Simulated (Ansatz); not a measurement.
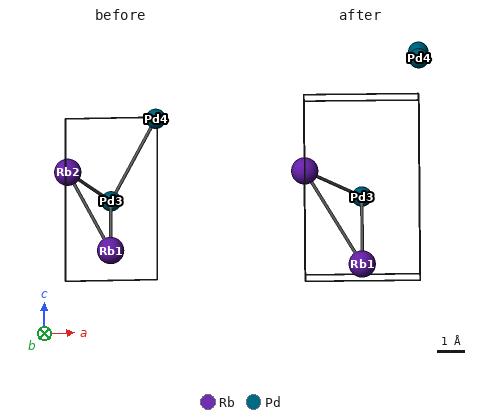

The structure of crystalline RbPd (a generated structure, set up in P1) (coarse preliminary run) before (left) and after (right) a relaxation, at one scale.

The picture is a ball-and-stick view of the cell of the calculation, seen along the b axis.

Theory: DFT PBE, scalar-relativistic, plane waves, PAW in Ansatz. Set-up: plane-wave cutoff 420 eV; k-point mesh 6 × 4 × 4; occupations gaussian; smearing width 0.2 eV; no spin polarisation; cell and atoms relaxed; force threshold 0.025 eV/Å; at most 60 steps.

Q: What changed between the two?

A: The run was cut off at its time limit before the relaxation converged, so the last structure is only a point on the way. The energy falls by 0.846 eV per cell of the calculation in 15 geometry steps. The largest force component goes from 0.47 to 0.055 eV/Å. Pressure: −0.69 GPa at the start and −0.92 GPa at the end. The largest move relative to the cell is that of Pd4, 1.65 Å along +c. Largest moves by element: Pd 1.65 Å, Rb 0.75 Å. The volume changes by +25.9 %, with a 3.444 → 4.318 Å (+25.4 %), b 5.438 → 4.939 Å (−9.2 %), c 6.108 → 6.782 Å (+11.0 %), α 89.8° → 84.7°, β 88.9° → 89.9°, γ 89.3° → 89.7°. Near-neighbour distances that change, for instance: Pd3–Pd4 3.512 → 5.844 Å, Pd3–Pd4 (another image) 3.532 → 5.859 Å, Rb2–Pd4 3.293 → 5.320 Å, Rb2–Pd4 (another image) 5.022 → 3.454 Å. New bonds form: Rb2–Pd4 (another periodic image) (4.93 → 3.52 Å), Rb2–Pd4 (another periodic image) (5.02 → 3.45 Å). Bonds break: Rb2–Pd4 (3.29 → 5.32 Å), Rb2–Pd4 (3.40 → 4.65 Å). Among the angles between lasting bonds that change: Rb1–Pd4–Pd3 84.8° → 133.7°, Rb1–Pd4–Pd3 88.2° → 133.9°, Rb1–Pd4–Rb1 57.7° → 76.9°. The space group stays P1 (No. 1). The run took 5.8 min on 1 thread of Arm Neoverse V1, on a shared host, peak memory 0.42 GiB.
